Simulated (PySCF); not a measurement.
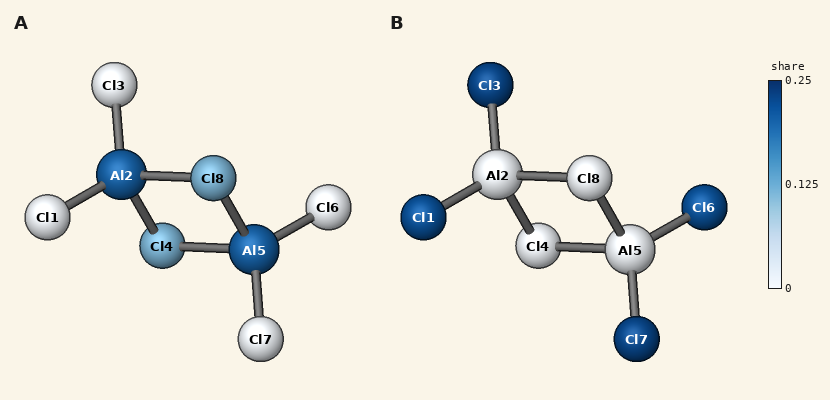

Each panel colours the atoms by their Löwdin share in one orbital (up to four of the largest shares; other atoms are shown as zero). Computed geometry: PBE0-D3(BJ)/def2-SVP optimisation. No frequency run is at hand to confirm it as a minimum. Level of theory: PBE/def2-SVPD (PySCF 2.14.0).

**The panels show the HOMO, LUMO, in some order. Which is which?**

A: LUMO, −2.16 eV; Al2 0.20, Al5 0.20, Cl4 0.11, Cl8 0.11
B: HOMO, −8.17 eV; Cl7 0.23, Cl3 0.23, Cl1 0.22, Cl6 0.21
